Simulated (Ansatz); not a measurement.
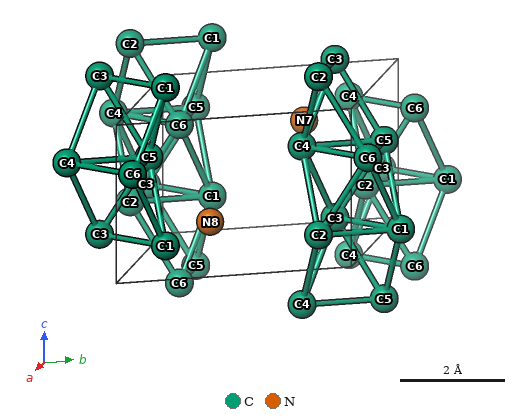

Crystalline C3N (a generated structure, set up in P6_3/mmc) (coarse preliminary run), before the relaxation. A ball-and-stick model of the cell of the calculation, seen slightly off an axis.

The calculation used DFT PBE, scalar-relativistic, plane waves, PAW (Ansatz).

Input
```yaml
crystal:
  lattice:
    - [4.8207980596, 0.0, 0.0]
    - [-2.4103990298, 4.1749335861, 0.0]
    - [0.0, 0.0, 3.1289730645]
  atoms:
    - { symbol: C, position: [0.1163515323, 0.2327030646, 0.25] }
    - { symbol: C, position: [0.1163515323, 0.8836484677, 0.25] }
    - { symbol: C, position: [0.7672969354, 0.8836484677, 0.25] }
    - { symbol: C, position: [0.8836484677, 0.7672969354, 0.75] }
    - { symbol: C, position: [0.8836484677, 0.1163515323, 0.75] }
    - { symbol: C, position: [0.2327030646, 0.1163515323, 0.75] }
    - { symbol: "N", position: [0.3333333333, 0.6666666667, 0.75] }
    - { symbol: "N", position: [0.6666666667, 0.3333333333, 0.25] }
basis:
  ecutwfc: 420
kpoints:
  mp_grid: { grid: [6, 6, 6] }
hamiltonian:
  xc: pbe
scf:
  occupations: { method: gaussian, width: 0.1 }
  lower_state_search: "off"
output:
  forces: true
  stress: true
  eigenvalues: true
relax:
  adjacent_minimum: "off"
  f_tol: 0.04
  max_steps: 70
  cell: { stress_tol: 0.4 }
```

Launched with:
```bash
ansatz run input.yaml --threads 1 --pin off --max-ram 2560MiB --backend cpu --events-out ev --progress --plain --runs-dir out
```

**Where does the relaxation end?**

The largest moves relative to the cell, 0.36 Å, are those of C1, C2, C3, C4, C5 and C6. C3 goes along [−2 −1 0]. N stays in place. The volume changes by −22.2 %, with a = b 4.821 → 4.967 Å (+3.0 %), c 3.129 → 2.294 Å (−26.7 %). Near-neighbour distances that change, for instance: C1–C2 1.683 → 2.353 Å, C1–N7 2.394 → 1.896 Å, C1–C5 1.842 → 1.778 Å. Bond angles that change, for instance: C5–C1–C5 116.3° → 80.4°, C5–C1–C6 149.4° → 135.1°. The space group stays P6_3/mmc (No. 194). Over 12 accepted moves (14 points after the start) the energy falls by 924 meV per atom. The largest force component goes from 0.25 to 0.0097 eV/Å. The pressure goes from −1.84 to −0.03 GPa. At 2 points the geometry stayed and the basis and grid were re-selected for the new cell (energy shift of 0.2 meV per atom at most each time).

The structure at the end:

```
CELL_PARAMETERS angstrom
4.96719 0.00000 0.00000
-2.48360 4.30171 0.00000
0.00000 0.00000 2.29443
ATOMIC_POSITIONS crystal
C 0.15791 0.31582 0.25000
C 0.15791 0.84209 0.25000
C 0.68418 0.84209 0.25000
C 0.84209 0.68418 0.75000
C 0.84209 0.15791 0.75000
C 0.31582 0.15791 0.75000
N 0.33333 0.66667 0.75000
N 0.66667 0.33333 0.25000
```

After the run, drawn alike:

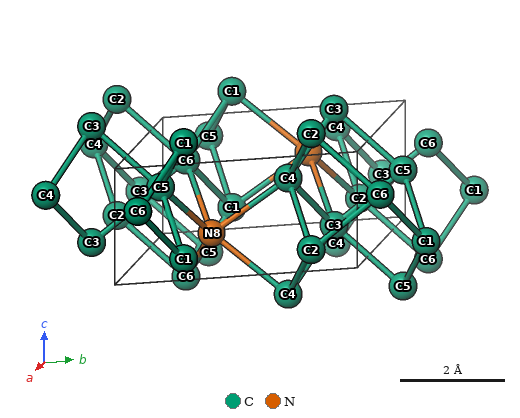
